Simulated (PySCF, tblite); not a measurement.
# C4H7GeN: vibronic structure

Aim: compute the vibronic structure of C4H7GeN (`NC1=[CH][GeH2][CH]=C1`).

Computed with tblite 0.8.0 and PySCF 2.14.0 and routines of our own; the level stands in each step. Atoms count from 0.

## 1. The starting structure

13 atoms, charge 0, multiplicity 1; geometry from: force field or distance geometry start.

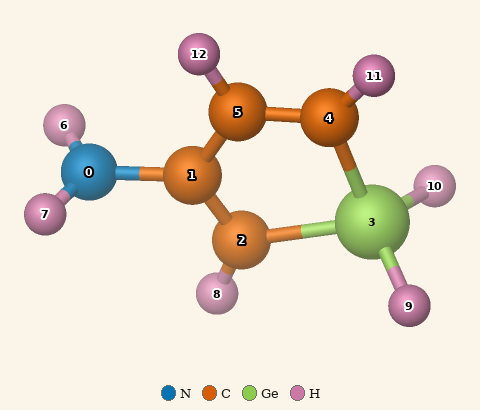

The starting geometry (nitrogen blue, carbon orange, germanium green, hydrogen pink).

## 2. Optimising the geometry with GFN2-xTB

The job: settings as JSON, then the geometry in Å.

```
{"job": {"kind": "relax", "xc": "GFN2-xTB", "basis": "xTB"}, "charge": 0, "multiplicity": 1}
N      2.255600    -0.135200    -0.062800
C      0.775000    -0.041200    -0.036400
C      0.097700    -1.166000    -0.085600
Ge    -1.789900    -0.642500    -0.025000
C     -1.210700     1.191100     0.105000
C      0.098500     1.175600     0.067600
H      2.769100    -0.139100     0.853000
H      2.739300    -0.176600    -0.968800
H      0.468400    -2.176500    -0.164300
H     -2.525500    -1.000900    -1.293400
H     -2.452800    -1.078300     1.287000
H     -1.867100     2.025000     0.169300
H      0.638000     2.165300     0.136800
```

The run is started by

```sh
> OMP_NUM_THREADS=1 python excited_run.py task.json out
```

This one command runs all jobs of the session in turn.

The program printed:

```text
step      E/eV     max force
  0    -458.82119    4.781
  1    -459.19722    1.268
  2    -459.24966    0.627
  3    -459.26793    0.494
  4    -459.28802    0.375
  5    -459.30772    0.488
  6    -459.33743    0.755
  7    -459.37304    0.963
  8    -459.40762    0.731
  9    -459.45932    0.720
 10    -459.48519    0.371
 11    -459.49849    0.347
 12    -459.50710    0.384
 13    -459.51731    0.511
 14    -459.53078    0.414
 15    -459.54654    0.383
 16    -459.55444    0.338
 17    -459.56245    0.254
 18    -459.56925    0.233
 19    -459.57808    0.244
 20    -459.58655    0.309
 21    -459.59429    0.263
 22    -459.60156    0.241
 23    -459.60896    0.288
 24    -459.61934    0.318
 25    -459.63062    0.327
 26    -459.64078    0.346
 27    -459.65546    0.360
 28    -459.67889    0.602
 29    -459.68777    1.138
 30    -459.74354    0.826
 31    -459.78310    0.785
 32    -459.81031    0.731
 33    -459.82520    0.500
 34    -459.84947    0.452
 35    -459.87115    0.905
 36    -459.88523    0.407
 37    -459.89656    0.348
 38    -459.90985    0.361
 39    -459.91543    0.231
 40    -459.92176    0.196
 41    -459.92576    0.173
 42    -459.92875    0.161
 43    -459.93139    0.147
 44    -459.93303    0.140
 45    -459.93388    0.061
 46    -459.93438    0.053
 47    -459.93477    0.049
 48    -459.93513    0.064
 49    -459.93535    0.054
 50    -459.93561    0.040
 51    -459.93581    0.046
 52    -459.93596    0.039
 53    -459.93608    0.034
 54    -459.93619    0.028
 55    -459.93629    0.030
 56    -459.93638    0.026
 57    -459.93649    0.029
 58    -459.93661    0.026
 59    -459.93672    0.028
 60    -459.93681    0.025
 61    -459.93688    0.027
 62    -459.93696    0.025
 63    -459.93707    0.032
 64    -459.93719    0.031
 65    -459.93727    0.021
 66    -459.93732    0.018
 67    -459.93736    0.020
 68    -459.93743    0.030
 69    -459.93750    0.028
 70    -459.93754    0.015
 71    -459.93757    0.013
 72    -459.93759    0.011
 73    -459.93762    0.016
 74    -459.93763    0.012
 75    -459.93764    0.006
```

Run time: 0.37 s. Hardware: 1 thread of Intel Xeon Platinum 8559C, shared host; peak memory 0.18 GiB.

Along the way: (not every step is listed)

| step | energy from step 0 (eV) | largest force (eV/Å) |
| --- | --- | --- |
| 0 | 0.0000 | 4.7805 |
| 1 | -0.3760 | 1.2683 |
| 2 | -0.4285 | 0.6266 |
| 3 | -0.4467 | 0.4944 |
| 4 | -0.4668 | 0.3752 |
| 5 | -0.4865 | 0.4878 |
| 6 | -0.5162 | 0.7546 |
| 7 | -0.5519 | 0.9634 |
| 8 | -0.5864 | 0.7310 |
| 14 | -0.7096 | 0.4145 |
| 20 | -0.7654 | 0.3094 |
| 26 | -0.8196 | 0.3464 |
| 32 | -0.9891 | 0.7308 |
| 38 | -1.0887 | 0.3614 |
| 44 | -1.1118 | 0.1395 |
| 50 | -1.1144 | 0.0399 |
| 56 | -1.1152 | 0.0260 |
| 62 | -1.1158 | 0.0252 |
| 68 | -1.1162 | 0.0298 |
| 70 | -1.1164 | 0.0154 |
| 71 | -1.1164 | 0.0128 |
| 72 | -1.1164 | 0.0112 |
| 73 | -1.1164 | 0.0164 |
| 74 | -1.1164 | 0.0124 |
| 75 | -1.1164 | 0.0065 |

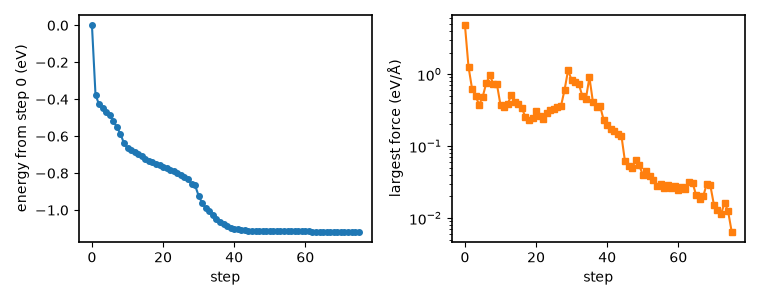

Energy and force, step by step.

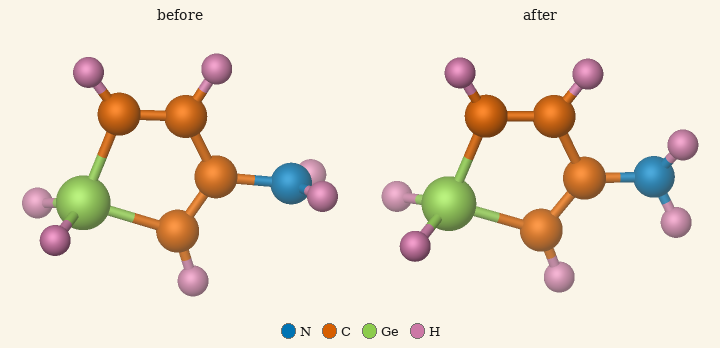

The geometry before (left) and after (right).

Distances of close pairs at the start and the end, largest changes first:

| bond | before (Å) | after (Å) | change (Å) |
| --- | --- | --- | --- |
| N0–C1 | 1.484 | 1.375 | -0.108 |
| C1–C5 | 1.396 | 1.468 | +0.072 |
| C5–H12 | 1.129 | 1.083 | -0.046 |
| N0–H6 | 1.050 | 1.007 | -0.043 |
| C1–C2 | 1.314 | 1.350 | +0.036 |
| C2–Ge3 | 1.960 | 1.930 | -0.030 |
| Ge3–H10 | 1.533 | 1.504 | -0.029 |
| Ge3–C4 | 1.927 | 1.953 | +0.026 |

The final coordinates are the input of the step that follows.

## 3. Infrared spectrum with GFN2-xTB

The job: settings as JSON, then the geometry in Å.

```
{"job": {"kind": "ir", "xc": "GFN2-xTB", "basis": "xTB"}, "charge": 0, "multiplicity": 1}
N      2.212390    -0.047132    -0.195579
C      0.842676    -0.085597    -0.077526
C      0.076921    -1.189654    -0.211579
Ge    -1.777372    -0.677365    -0.059040
C     -1.186257     1.165753     0.200851
C      0.145606     1.187915     0.141913
H      2.685521     0.724521     0.246207
H      2.693286    -0.929687    -0.131819
H      0.506112    -2.162298    -0.380701
H     -2.650492    -0.875562    -1.266540
H     -2.528480    -1.252872     1.110606
H     -1.768462     2.057619     0.361268
H      0.744163     2.084846     0.244210
```

The program printed:

```text
mode    cm-1     km/mol
  1     157.8      5.12
  2     249.4      1.19
  3     340.4      4.90
  4     356.2     62.18
  5     372.4      5.81
  6     438.3     32.10
  7     492.8    153.49
  8     511.8     22.95
  9     556.7    200.77
 10     586.9     56.99
 11     602.5     27.61
 12     698.2     26.18
 13     717.6     51.86
 14     744.4     59.30
 15     771.3     44.15
 16     838.9    232.77
 17     901.5     26.14
 18     909.2      1.31
 19    1035.6      8.56
 20    1106.6      6.00
 21    1148.1      5.84
 22    1251.8     20.80
 23    1351.6     52.87
 24    1491.7     30.55
 25    1574.4    104.58
 26    1631.3    148.41
 27    1941.3    338.96
 28    1990.4    541.28
 29    3031.6     64.11
 30    3086.7     22.09
 31    3091.6     74.16
 32    3454.9      2.59
 33    3509.9      0.17
```

It took 0.36 s on 1 thread of Intel Xeon Platinum 8559C, shared host; peak memory 0.18 GiB.

Which atoms move in the most intense modes:

| cm⁻¹ | km/mol | atoms |
| --- | --- | --- |
| 493 | 153.5 | H9 23 %, C1 15 %, H7 13 % |
| 557 | 200.8 | H7 36 %, H6 15 %, N0 14 % |
| 839 | 232.8 | H10 47 %, H9 45 % |
| 1574 | 104.6 | C5 30 %, C1 25 %, C4 25 %, C2 12 % |
| 1631 | 148.4 | C1 35 %, C5 25 %, C4 17 %, C2 15 % |
| 1941 | 339.0 | H10 56 %, H9 43 % |
| 1990 | 541.3 | H9 55 %, H10 43 % |
| 3092 | 74.2 | H8 84 % |

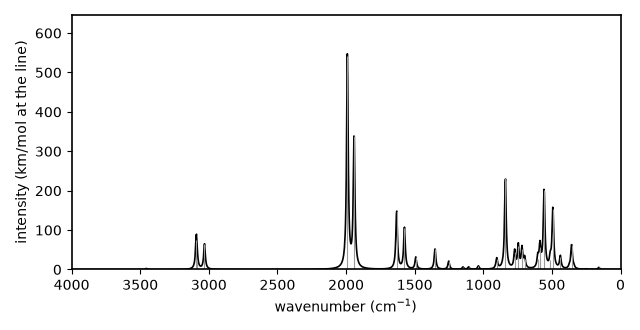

The infrared spectrum from these modes, unscaled. Lines are broadened to a width of 14 cm⁻¹ (Lorentzian).

## 4. Vibronic structure: TDA LC-wPBE/def2-SVP

Settings changed since step 3:

```diff
@@ -1,2 +1,2 @@
-{"job": {"kind": "ir", "xc": "GFN2-xTB", "basis": "xTB"}, "charge": 0, "multiplicity": 1}
+{"job": {"kind": "vib", "xc": "LC-wPBE", "basis": "def2-SVP", "tda": true}, "charge": 0, "multiplicity": 1}
 N      2.212390    -0.047132    -0.195579
```

Level: TDA LC-wPBE/def2-SVP vertical-gradient vibronic structure (displaced harmonic oscillators, Condon), gas phase.

The program printed:

```text
final grid: 50560 points
cycle   1  E = -2287.4621265233  dE =  5.465e-01  |g| = 5.243e-01  |ddm| = 3.968e+00
cycle   2  E = -2287.4921850469  dE = -3.006e-02  |g| = 4.345e-01  |ddm| = 7.577e-01
cycle   3  E = -2287.5176231104  dE = -2.544e-02  |g| = 4.492e-02  |ddm| = 3.417e-01
cycle   4  E = -2287.5181657896  dE = -5.427e-04  |g| = 2.070e-02  |ddm| = 9.301e-02
cycle   5  E = -2287.5182760334  dE = -1.102e-04  |g| = 5.180e-03  |ddm| = 2.941e-02
cycle   6  E = -2287.5182846742  dE = -8.641e-06  |g| = 2.080e-03  |ddm| = 8.548e-03
cycle   7  E = -2287.5182861612  dE = -1.487e-06  |g| = 5.133e-04  |ddm| = 3.825e-03
cycle   8  E = -2287.5182863403  dE = -1.791e-07  |g| = 1.558e-04  |ddm| = 1.487e-03
cycle   9  E = -2287.5182863570  dE = -1.673e-08  |g| = 6.901e-05  |ddm| = 5.077e-04
cycle  10  E = -2287.5182863588  dE = -1.815e-09  |g| = 1.877e-05  |ddm| = 1.118e-04
cycle  11  E = -2287.5182863591  dE = -3.351e-10  |g| = 7.549e-06  |ddm| = 6.177e-05
converged SCF energy = -2287.5182863591

Singlet excitations (eV, f): 4.759 (0.0759)  6.253 (0.0014)  6.778 (0.0021)  7.011 (0.2804)  7.257 (0.0125)  7.351 (0.0152)

State S1  4.7592 eV  f = 0.07587  H->L 0.94
  relaxed dipole 4.515 D, largest gradient of the excitation energy 0.1262 Eh/bohr
  mode    cm-1        S   lambda/meV  Raman
   25   1574.4    1.8411     359.4   1.000
    5    372.4    2.5216     116.4   0.077
   12    698.2    0.7950      68.8   0.085
   23   1351.6    0.2062      34.6   0.083
    9    556.7    0.4397      30.3   0.030
   17    901.5    0.2709      30.3   0.048
   24   1491.7    0.1624      30.0   0.079
   14    744.4    0.2392      22.1   0.029
   16    838.9    0.1732      18.0   0.027
   10    586.9    0.1847      13.4   0.014
   11    602.5    0.1792      13.4   0.014
   22   1251.8    0.0726      11.3   0.025
  reorganisation energy 0.7942 eV, total S 7.682, 0-0 3.9650 eV
  absorption maximum 4.689 eV, width 0.804 eV

State S4  7.0112 eV  f = 0.28040  H-1->L 0.82
  relaxed dipole 3.276 D, largest gradient of the excitation energy 0.1221 Eh/bohr
  mode    cm-1        S   lambda/meV  Raman
   25   1574.4    1.2096     236.1   1.000
   26   1631.3    0.4114      83.2   0.365
   23   1351.6    0.2456      41.2   0.150
   22   1251.8    0.1216      18.9   0.064
   16    838.9    0.1623      16.9   0.038
   24   1491.7    0.0690      12.8   0.051
   21   1148.1    0.0803      11.4   0.035
   27   1941.3    0.0370       8.9   0.047
    4    356.2    0.1461       6.5   0.006
   10    586.9    0.0822       6.0   0.009
   18    909.2    0.0391       4.4   0.011
   17    901.5    0.0370       4.1   0.010
  reorganisation energy 0.4761 eV, total S 3.137, 0-0 6.5351 eV
  absorption maximum 6.929 eV, width 0.472 eV

State S6  7.3513 eV  f = 0.01517  H-3->L 0.51, H->L+2 0.28
  relaxed dipole 1.527 D, largest gradient of the excitation energy 0.0557 Eh/bohr
  mode    cm-1        S   lambda/meV  Raman
   25   1574.4    0.2515      49.1   1.000
   16    838.9    0.3032      31.5   0.342
   21   1148.1    0.1775      25.3   0.375
    8    511.8    0.3751      23.8   0.158
   14    744.4    0.2113      19.5   0.188
   23   1351.6    0.0905      15.2   0.265
   10    586.9    0.2000      14.6   0.110
    5    372.4    0.2945      13.6   0.065
   24   1491.7    0.0547      10.1   0.195
   12    698.2    0.1058       9.2   0.083
   19   1035.6    0.0582       7.5   0.100
   32   3454.9    0.0171       7.3   0.327
  reorganisation energy 0.2632 eV, total S 2.560, 0-0 7.0881 eV
  absorption maximum 7.280 eV, width 0.426 eV

State T1  2.7303 eV  f = 0.00000  H->L 0.82, H-1->L 0.09
  relaxed dipole 2.719 D, largest gradient of the excitation energy 0.1505 Eh/bohr
  mode    cm-1        S   lambda/meV  Raman
   25   1574.4    2.4811     484.3   1.000
   23   1351.6    0.5606      93.9   0.167
    5    372.4    1.5691      72.4   0.035
   24   1491.7    0.2240      41.4   0.081
   17    901.5    0.2978      33.3   0.039
   12    698.2    0.2745      23.8   0.022
    8    511.8    0.3254      20.6   0.014
    4    356.2    0.4141      18.3   0.009
   22   1251.8    0.0873      13.6   0.022
   21   1148.1    0.0658       9.4   0.014
   19   1035.6    0.0451       5.8   0.008
    7    492.8    0.0873       5.3   0.003
  reorganisation energy 0.8493 eV, total S 6.746, 0-0 1.8810 eV
  absorption maximum 2.708 eV, width 0.885 eV
```

Run time: 40 s. Hardware: 1 thread of Intel Xeon Platinum 8559C, shared host; peak memory 0.69 GiB.

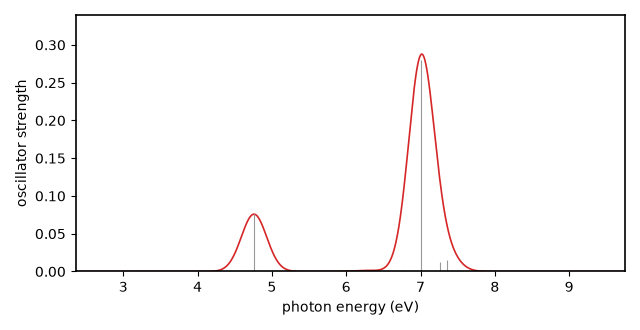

Absorption lines of the singlets. Lines are broadened to a width of 0.40 eV (Gaussian).

The fields below are evaluated on a grid from the run's orbitals.

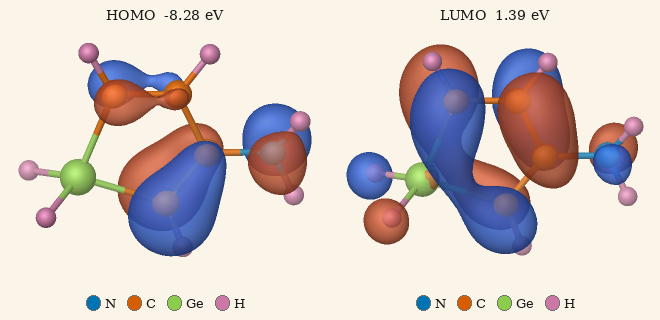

LC-wPBE/def2-SVP orbitals near the gap, drawn at the value that encloses 70 % of each; the two colours are the two signs.

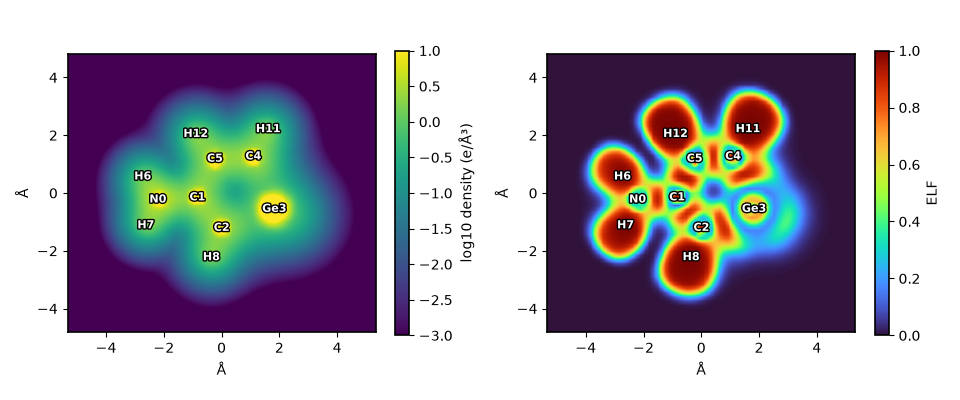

Density (left) and ELF (right) in a plane through or near 11 of the atoms.

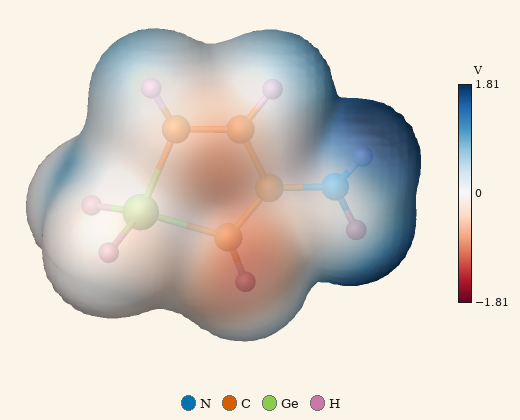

The potential that a unit positive charge feels on the 0.002 e/bohr³ surface, from the 1st to the 99th percentile, from -1.09 V near N0 to 1.81 V near H6.

## 5. Vibronic structure: TDA X3LYP/def2-SVP

Settings changed since step 4:

```diff
@@ -1,2 +1,2 @@
-{"job": {"kind": "vib", "xc": "LC-wPBE", "basis": "def2-SVP", "tda": true}, "charge": 0, "multiplicity": 1}
+{"job": {"kind": "vib", "xc": "X3LYP", "basis": "def2-SVP", "tda": true, "nstates": 4}, "charge": 0, "multiplicity": 1}
 N      2.212390    -0.047132    -0.195579
```

Level: TDA X3LYP/def2-SVP vertical-gradient vibronic structure (displaced harmonic oscillators, Condon), gas phase.

The program printed:

```text
final grid: 50560 points
cycle   1  E = -2287.6928517413  dE =  2.723e-01  |g| = 6.203e-01  |ddm| = 4.074e+00
cycle   2  E = -2287.6411377879  dE =  5.171e-02  |g| = 7.679e-01  |ddm| = 1.372e+00
cycle   3  E = -2287.7687309444  dE = -1.276e-01  |g| = 1.071e-01  |ddm| = 8.849e-01
cycle   4  E = -2287.7712412396  dE = -2.510e-03  |g| = 4.574e-02  |ddm| = 1.554e-01
cycle   5  E = -2287.7717804974  dE = -5.393e-04  |g| = 7.568e-03  |ddm| = 6.244e-02
cycle   6  E = -2287.7717986260  dE = -1.813e-05  |g| = 2.309e-03  |ddm| = 1.265e-02
cycle   7  E = -2287.7717997793  dE = -1.153e-06  |g| = 3.659e-04  |ddm| = 2.336e-03
cycle   8  E = -2287.7717998022  dE = -2.289e-08  |g| = 2.317e-04  |ddm| = 6.688e-04
cycle   9  E = -2287.7717998158  dE = -1.363e-08  |g| = 6.275e-05  |ddm| = 2.802e-04
cycle  10  E = -2287.7717998168  dE = -1.001e-09  |g| = 1.553e-05  |ddm| = 7.409e-05
cycle  11  E = -2287.7717998169  dE = -5.093e-11  |g| = 5.835e-06  |ddm| = 1.708e-05
converged SCF energy = -2287.7717998169

Singlet excitations (eV, f): 4.134 (0.0587)  5.468 (0.0018)  5.874 (0.0040)  5.984 (0.0029)

State S1  4.1341 eV  f = 0.05873  H->L 0.94
  relaxed dipole 5.325 D, largest gradient of the excitation energy 0.0911 Eh/bohr
  mode    cm-1        S   lambda/meV  Raman
   25   1574.4    1.2323     240.6   1.000
    5    372.4    2.3957     110.6   0.109
   12    698.2    0.7917      68.5   0.126
   14    744.4    0.6991      64.5   0.127
    9    556.7    0.7184      49.6   0.073
   10    586.9    0.4130      30.1   0.047
   11    602.5    0.3575      26.7   0.042
   16    838.9    0.2365      24.6   0.054
   24   1491.7    0.1009      18.7   0.074
   22   1251.8    0.0840      13.0   0.043
    6    438.3    0.1840      10.0   0.012
   27   1941.3    0.0409       9.8   0.050
  reorganisation energy 0.7009 eV, total S 7.753, 0-0 3.4332 eV
  absorption maximum 4.081 eV, width 0.710 eV

State T1  2.6239 eV  f = 0.00000  H->L 0.94
  relaxed dipole 3.511 D, largest gradient of the excitation energy 0.1388 Eh/bohr
  mode    cm-1        S   lambda/meV  Raman
   25   1574.4    2.0373     397.7   1.000
    5    372.4    2.0369      94.0   0.056
   23   1351.6    0.4232      70.9   0.153
   24   1491.7    0.1935      35.8   0.085
   12    698.2    0.3466      30.0   0.033
   17    901.5    0.2262      25.3   0.036
    8    511.8    0.2643      16.8   0.014
    9    556.7    0.2045      14.1   0.013
   22   1251.8    0.0847      13.2   0.026
   14    744.4    0.1247      11.5   0.014
   10    586.9    0.1044       7.6   0.007
    4    356.2    0.1393       6.2   0.004
  reorganisation energy 0.7604 eV, total S 6.604, 0-0 1.8635 eV
  absorption maximum 2.590 eV, width 0.824 eV
```

It took 17 s on 1 thread of Intel Xeon Platinum 8559C, shared host; peak memory 0.89 GiB.

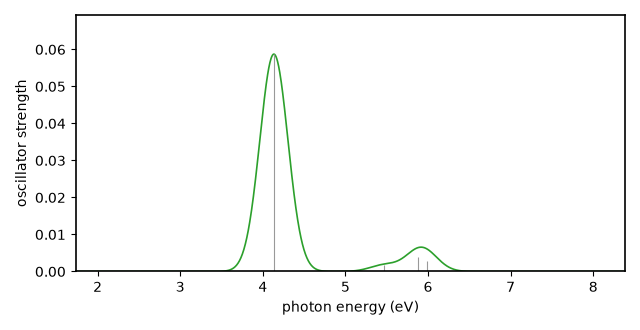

Absorption lines of the singlets. Lines are broadened to a width of 0.40 eV (Gaussian).

## 6. What came out

| quantity | value |
| --- | --- |
| strongest single infrared mode (GFN2-xTB) | 1990 cm⁻¹, 541 km/mol |
| zero-point energy (GFN2-xTB) | 58.5 kcal/mol |
| S1: vertical, reorganisation, 0-0, total S (step 4, TDA LC-wPBE/def2-SVP, modes from GFN2-xTB) | 4.76, 0.79, 3.96 eV; 7.7 |
| S4: vertical, reorganisation, 0-0, total S (step 4, TDA LC-wPBE/def2-SVP, modes from GFN2-xTB) | 7.01, 0.48, 6.54 eV; 3.1 |
| S6: vertical, reorganisation, 0-0, total S (step 4, TDA LC-wPBE/def2-SVP, modes from GFN2-xTB) | 7.35, 0.26, 7.09 eV; 2.6 |
| surface potential, 1st and 99th percentile | -1.09 V and 1.81 V |
| S1: vertical, reorganisation, 0-0, total S (step 5, TDA X3LYP/def2-SVP, modes from GFN2-xTB) | 4.13, 0.70, 3.43 eV; 7.8 |
| T1: vertical, reorganisation, 0-0, total S (step 5, TDA X3LYP/def2-SVP, modes from GFN2-xTB) | 2.62, 0.76, 1.86 eV; 6.6 |

In words: All 33 modes are real, so the xTB geometry is a minimum. The strongest single mode, at 1990 cm⁻¹, moves mainly H9 and H10. GFN2-xTB is a fitted tight-binding method: band positions and strengths are rough. Its intensities can rank the bands wrongly. Steps that list no spin-orbit terms leave them out, which matters at and beside the heavy atoms. The vibronic model keeps the ground-state modes (from xTB) and shifts them along the gradient alone, so it can miss much of the relaxation that a full optimisation finds.
